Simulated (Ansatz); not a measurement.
The parent structure is ZnS in the zinc blende structure (space group F-43m, No. 216; a = 5.2968 Å). Axes: x, y, z lie along the cube axes.

One thing is altered: a pure shear with ε_xy = ε_yx = 0.0114; the atoms relax in the strained cell.

Calculations: LDA (Ansatz, a program for electronic structure, PAW, scalar-relativistic without spin-orbit coupling).

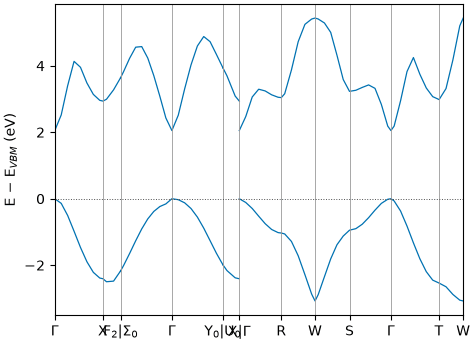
Figure. Highest valence and lowest conduction band along the path of the changed cell's own zone

**Question.** Read the changed gap and its character from the plot.

**Answer.** About 2.1 eV, direct at Γ.

Gaps are Kohn–Sham eigenvalue differences; semilocal functionals usually give less than the measured gap. Whether these cells are dynamically stable was not tested. k-point labels follow each cell's own Brillouin zone.
